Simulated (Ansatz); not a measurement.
**Single-point calculation of CH6OZn**

- system: CH6OZn
- method: RKS PBE0-D4/def2-TZVPP (Ansatz 0.2.0)

The geometry is the reactant side of a reaction. The reaction was set up to form Zn1–O5 and H2–H4 and to break Zn1–H2 and H4–O5 (atoms counted from 1 in the order of the input); sticks are drawn by distance alone. The geometry comes from this level: PBE0-D4/def2-TZVP.

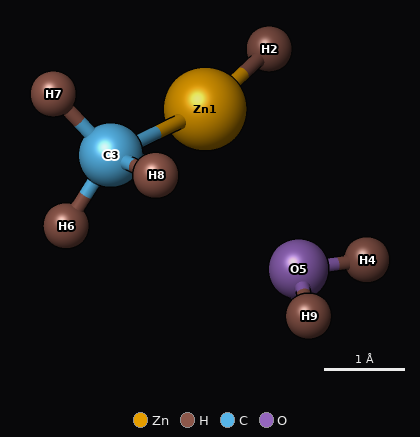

**Figure 1.** The input geometry (ball-and-stick view, seen at a tilt; atoms are numbered from 1 in the order of the input). Sticks mark near contacts. Bond lengths as drawn: C–H 1.09 Å, C–Zn 1.96 Å, H–O 0.96 Å and H–Zn 1.56 Å.

Summary

| quantity | value |
| --- | --- |
| outcome | converged |
| total energy | −51592.6219 eV |
| mean-field energy | −51592.5252 eV |
| dispersion energy | −0.0967 eV |
| SCF solution under orbital rotations | stable |
| HOMO | −6.90 eV |
| LUMO | −0.06 eV |
| hardware | 4 threads of Arm Neoverse V1, 23 GiB of memory available, shared host |
| wall time | 2 s (CPU time 7.3 s) |
| peak memory | 0.45 GiB |

Input file
```yaml
crystal:
  periodic: [false, false, false]
  atoms:
    - {symbol: Zn, position_ang: [-0.162129, 0.342994, -1.024990]}
    - {symbol: H, position_ang: [-0.065104, -0.134271, -2.505947]}
    - {symbol: C, position_ang: [-0.323744, 1.319962, 0.663477]}
    - {symbol: H, position_ang: [0.684353, -2.386238, -0.748806]}
    - {symbol: O, position_ang: [0.243526, -1.795463, -0.132497]}
    - {symbol: H, position_ang: [-1.092341, 0.868539, 1.298449]}
    - {symbol: H, position_ang: [-0.591499, 2.368743, 0.514453]}
    - {symbol: H, position_ang: [0.617915, 1.299792, 1.221942]}
    - {symbol: H, position_ang: [0.689224, -1.884057, 0.714018]}
basis:
  gaussian: {orbitals: def2-TZVPP}
hamiltonian: {xc: pbe0, dispersion: d4}
output: {orbitals: {seedname: orbitals}}
```

Command:
```bash
ansatz run in.yaml --threads 4 --pin off --events-out ev --progress --plain --max-ram 9574MiB
```

The program's output
```
Functional definition: PBE0
  name "PBE0"
  cite "Adamo & Barone, J. Chem. Phys. 110, 6158 (1999) doi:10.1063/1.478522"
  cite "Perdew, Burke & Ernzerhof, Phys. Rev. Lett. 77, 3865 (1996) doi:10.1103/PhysRevLett.77.3865"
  parent pbe
  parameter a = 0.25
  parameter kappa = 0.804
  parameter beta = 0.06672455060314922
  exchange = (1 - a)*pbe_x(kappa = kappa, mu = beta*pi^2/3) + a*exact_x
  correlation = pbe_c(beta = beta)
1269 factors; their error is unknown
mean field evaluation 1: about -51581.9753 eV, gradient 7.8e1 eV
mean field evaluation 2: about -51570.3895 eV, gradient 1.2e2 eV
mean field evaluation 4: about -51592.3776 eV, gradient 7.0e0 eV
mean field evaluation 8: about -51592.5251 eV, gradient 3.2e-1 eV
mean field -51592.52518686 eV, -1895.9903299477 hartree, gradient 5.0e-5 eV, S^2 0.000000; 0 other end points of the search recorded, 0 dependent functions left out
reference -51592.52522119 eV, -1895.9903312090 hartree; 25, 25 occupied and 185, 185 virtual orbitals, 1269 factors
Total energy: -51592.62188062 eV, -1895.9938833776 hartree
```

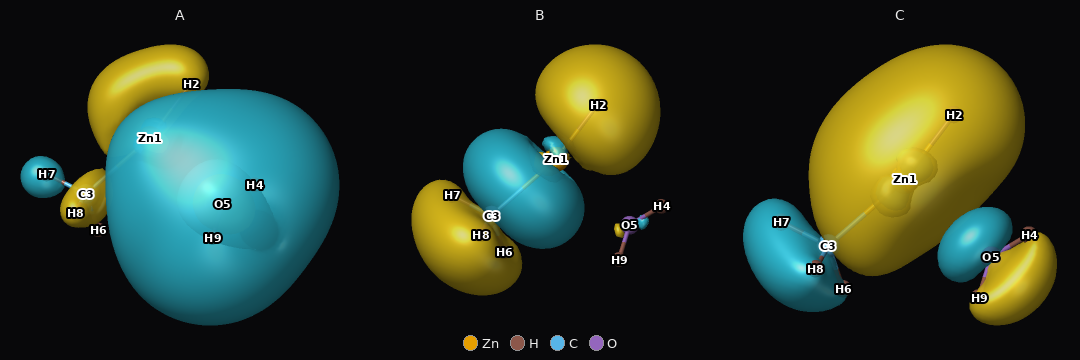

**Figure 2.** Three frontier orbitals at ±0.06 Å⁻³ᐟ² (yellow and cyan are the two phases). C is the HOMO−1 (−8.17 eV). By Hirshfeld shares it lies mainly on Zn1 (50 %), H2 (25 %), C3 (10 %) and O5 (10 %). B is the HOMO (−6.90 eV). By Hirshfeld shares it lies mainly on C3 (40 %), Zn1 (25 %) and H2 (25 %). A is the LUMO (−0.06 eV). It lies mainly on H9 (25 %), H4 (25 %), Zn1 (25 %) and O5 (15 %). The HOMO–LUMO gap is 6.84 eV between the orbital energies.

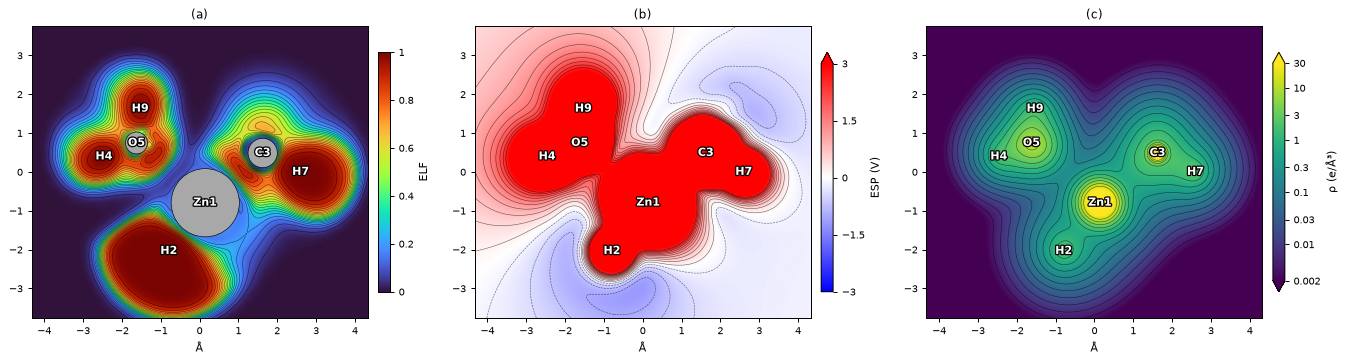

**Figure 3.** (a) ELF; (b) molecular electrostatic potential; (c) total electron density on the plane of atoms Zn1, C3 and H7. Grey discs, where drawn, cover atomic cores. The section cuts through Zn, H, C and O sites. C–Zn (1.96 Å): ρ is about 0.75 e/Å³ halfway; the ELF peaks at about 0.90 in the valence shell of C, 0.7 Å from its nucleus, and is about 0.45 at the midpoint. O–H (0.96 Å): ρ is about 3.8 e/Å³ halfway, with its minimum of 2.5 e/Å³ about 0.8 Å from O; the ELF climbs to about 1 towards the hydrogen, as it does in any bond to H (a covalent bond by its length).

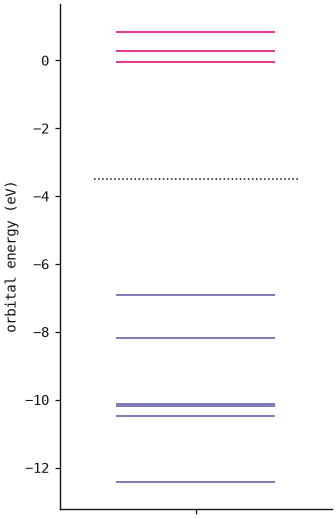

**Figure 4.** Orbital energies near the frontier; the dotted line parts filled from empty levels, and levels within 0.02 eV of each other stand side by side. Highest filled −6.90 eV, lowest empty −0.06 eV, 6.84 eV apart.
